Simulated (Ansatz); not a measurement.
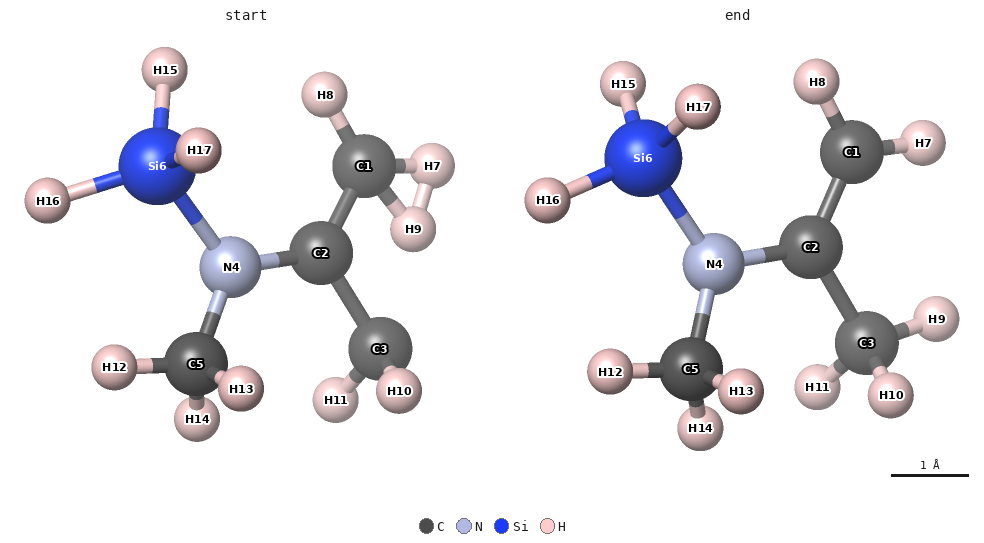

The structure of C4H11NSi before (left) and after (right) a relaxation, at one scale.

The picture is a ball-and-stick view, seen at a tilt.

The run prepares an end point of a later path (hydrogen shift) calculation, from a guessed geometry.

Level of theory: RKS revPBE/STO-3G (Ansatz 0.2.0).

Input
```yaml
crystal:
  periodic: [false, false, false]
  atoms:
    - { symbol: C, position_ang: [-0.0717, -1.9724, 0.7442] }
    - { symbol: C, position_ang: [0.3636, -0.7955, 0.1952] }
    - { symbol: C, position_ang: [1.7633, -0.8471, -0.3308] }
    - { symbol: "N", position_ang: [-0.2647, 0.4408, 0.0785] }
    - { symbol: C, position_ang: [0.3167, 1.5923, -0.5584] }
    - { symbol: Si, position_ang: [-2.0319, 0.7239, 0.2922] }
    - { symbol: H, position_ang: [0.5064, -2.8285, 0.7949] }
    - { symbol: H, position_ang: [-1.0799, -1.9901, 1.1376] }
    - { symbol: H, position_ang: [0.96474, -2.1456, 0.45456] }
    - { symbol: H, position_ang: [1.8429, -0.5504, -1.3465] }
    - { symbol: H, position_ang: [2.4317, -0.1878, 0.2917] }
    - { symbol: H, position_ang: [-0.1803, 2.5618, -0.348] }
    - { symbol: H, position_ang: [0.3484, 1.4837, -1.6411] }
    - { symbol: H, position_ang: [1.2967, 1.7552, -0.1167] }
    - { symbol: H, position_ang: [-2.5792, -0.2049, 1.3439] }
    - { symbol: H, position_ang: [-2.2244, 2.1528, 0.7262] }
    - { symbol: H, position_ang: [-2.685, 0.5042, -1.0113] }
basis:
  gaussian: { orbitals: STO-3G }
hamiltonian:
  xc: revpbe
relax:
  f_tol: 0.02
  max_steps: 50
```

Command:
```bash
ansatz run input.yaml --threads 1 --pin off --max-ram 2048MiB --backend cpu --events-out ev --progress --plain --runs-dir out
```

> Describe what moved and what it gained.

H9 moves most after the best rigid fit: 1.26 Å. Largest moves by element: H 1.26 Å, C 0.42 Å, Si 0.17 Å, N 0.12 Å. Some distances before and after: C1–H9 1.090 → 2.602 Å, H7–H9 0.890 → 2.328 Å, C3–H9 1.715 → 1.107 Å, C1–H7 1.034 → 1.098 Å. New bonds form: C3–H9 (1.71 → 1.11 Å). Bonds break: C1–H9 (1.09 → 2.60 Å). Among the angles between lasting bonds that change: C5–N4–Si6 108.8° → 118.2°, C1–C2–N4 130.8° → 123.2°, N4–C5–H12 115.7° → 108.9°. Groups turn about N4–Si6 by about 20°. After 14 accepted moves (16 points after the start) the energy has fallen by 956.3 kJ/mol. Largest force component: 14 eV/Å at the start, 0.015 eV/Å at the end. The line search rejected the trial steps at points 8, 14 of the run.

Limits of the set-up: STO-3G is a minimal basis, so the numbers are rough.
